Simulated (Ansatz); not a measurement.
## Amorphous Si30N44Zr3

A CHGNet melt-quench gave the starting glass, which DFT then relaxed. N atoms were pushed apart under 1.9 Å during the dynamics, to hinder bonds among them. The hot cell started wider than the set density and was brought back towards it in steps. It is the lowest in DFT energy of 2 quenches. It is a model cell: composition and starting density were chosen by hand, and all elements were melted together. No dispersion term was used.

Methods: PBE, scalar-relativistic without spin-orbit coupling (Ansatz, a first-principles code); r2SCAN, scalar-relativistic without spin-orbit coupling (Ansatz); HSE06, scalar-relativistic without spin-orbit coupling (Ansatz). Geometry, pressure, stress and energy are those of the PBE run. Its sampling: a 2×2×2 Γ-centred mesh; Fermi-Dirac width 0.02 eV; no spin polarisation. Other functionals are single points at the zone centre (r2SCAN at 500 eV; exact exchange cut at the cell's faces), free to take moments where seeds were set. At PBE the levels at both edges of the gap are localised (band-tail or defect states), and the nearest spread-out levels lie 2.6 eV apart at the zone centre.

```json
{
 "number_of_atoms_in_the_cell": "77",
 "Density (held, not predicted)": "3.30 g/cm^3",
 "volume_per_atom": "11.32 Å^3",
 "Pressure on a 2×2×2 Γ-centred mesh": "37.7 kbar",
 "Largest force and stress component on that mesh (the relaxation ran on the zone centre alone)": "0.23 eV/Å and 4.0 GPa",
 "Gap between localised states on a 2×2×2 Γ-centred mesh (PBE)": "1.61 eV",
 "Gap between localised states at the zone centre (PBE)": "1.61 eV",
 "Gap between localised states at the zone centre (r2SCAN)": "1.98 eV",
 "Gap between localised states at the zone centre (HSE06)": "2.83 eV"
}
```

Bonds are counted up to Si-Si 2.60 Å, Si-N 2.14 Å, Si-Zr 2.93 Å, N-N 1.70 Å, N-Zr 2.71 Å, Zr-Zr 3.41 Å. Two cations that share two anions don't count as bonded, nor two that share one unless they lie closer than Si-Si 2.38 Å, Si-Zr 2.85 Å, Zr-Zr 3.32 Å.

The mean coordination of Si by anions comes out as 4.10 (1 with 3, 25 with 4, 4 with 5) and the mean coordination of N comes out as 3.14 (38 with 3, 6 with 4). The mean coordination of Zr by anions is 5.00 (1 with 4, 1 with 5, 1 with 6) and the mean Si-N bond comes out as 1.762 Å (spread 0.064 Å, 123 counted). The mean N-Zr bond comes out as 2.255 Å (spread 0.194 Å, 15 counted).

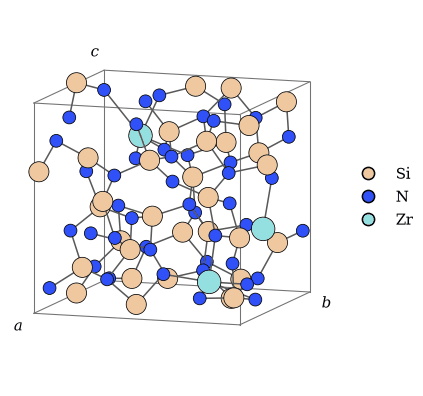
Fig. 1. The relaxed cell

Its density started from a set value of 3.30 g/cm³. The quench (nominally 450 K/ps over its main leg) was far faster than any real one, so the model tends to hold more defects than a real film. Values belong to this one cell and scatter from quench to quench. The volume was held where the preparation left it and the shape relaxed, at a PBE pressure of 3.8 GPa. Stress components on the final sampling reach 4.0 GPa. On a 2×2×2 Γ-centred mesh force components of up to 0.23 eV/Å stay, since the relaxation ran on the zone centre alone.
